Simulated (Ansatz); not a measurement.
# H4O4Si: molecular dynamics

The plan is to follow the molecule's vibrations and see whether its bonds hold. The start is relaxed first. Runs: 300 steps of 0.25 fs under a Langevin thermostat at 300 K. SMILES of the start: O[Si](O)(O)O.

Method: RKS PBE0-D4/6-31G*, in Ansatz 0.2.0.

### Step 1. The system as given

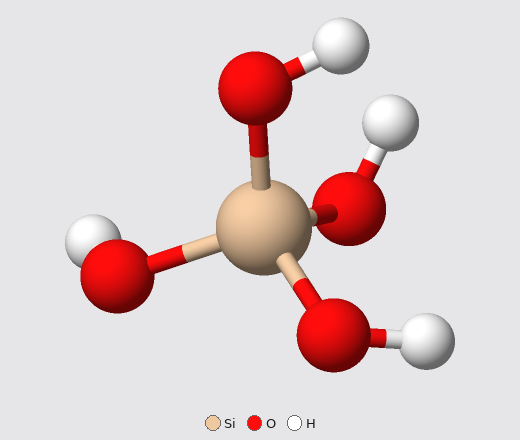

The starting structure, seen from a chosen angle (silicon light orange, oxygen red, hydrogen white).

As a file:

```xyz
9

Si    0.0000    0.0000    0.0000
O     0.0000    0.0000    1.6800
H    -0.9095   -0.2814    2.0171
O     1.5842    0.0000   -0.5594
H     1.9006   -0.9521   -0.6761
O    -0.7913    1.3709   -0.5594
H    -1.7491    1.1401   -0.7818
O    -0.7913   -1.3709   -0.5594
H    -1.2459   -1.8365    0.2129
```

### Step 2. Relaxing the start

Input file input.yaml:

```yaml
crystal:
  periodic: [false, false, false]
  atoms:
    - { symbol: Si, position_ang: [0.0, 0.0, 0.0] }
    - { symbol: O, position_ang: [0.0, 0.0, 1.68] }
    - { symbol: H, position_ang: [-0.9095, -0.2814, 2.0171] }
    - { symbol: O, position_ang: [1.5842, 0.0, -0.5594] }
    - { symbol: H, position_ang: [1.9006, -0.9521, -0.6761] }
    - { symbol: O, position_ang: [-0.7913, 1.3709, -0.5594] }
    - { symbol: H, position_ang: [-1.7491, 1.1401, -0.7818] }
    - { symbol: O, position_ang: [-0.7913, -1.3709, -0.5594] }
    - { symbol: H, position_ang: [-1.2459, -1.8365, 0.2129] }
basis:
  gaussian: { orbitals: "6-31G*" }
hamiltonian:
  xc: pbe0
  dispersion: d4
relax:
  f_tol: 0.02
  max_steps: 40
```

Launch:

```
$ ansatz run input.yaml --threads 1 --pin off --max-ram 2048MiB --backend cpu --events-out ev --progress --plain --runs-dir out
```

Further steps of the session: The run.

**Question.** What will these runs give? Wanted: relaxation of the start; temperature, first and last step; temperature, second half; potential energy, second half; bonds formed or broken.

The runs gave:

| quantity | value |
| --- | --- |
| relaxation of the start | 8 moves, 0.635 eV lower |
| length | 300 steps of 0.25 fs |
| temperature, first and last step | 267 and 306 K |
| temperature, second half | mean 222 K, from 131 to 328 K |
| potential energy, second half | +26 meV/atom from the start |
| bonds formed or broken | 0 |

**Reading.** Against a set 300 K the second half averages 222 K with a spread of 48 K; 26 meV/atom has gone into potential energy, and a thermostat that acts over some 50 fs has not made it up in 75 fs. The bonding pattern survives the run. A run of 75 fs with 9 atoms shows the motion but fixes no equilibrium value. The nuclei move classically, without zero-point motion, which matters most for hydrogen.
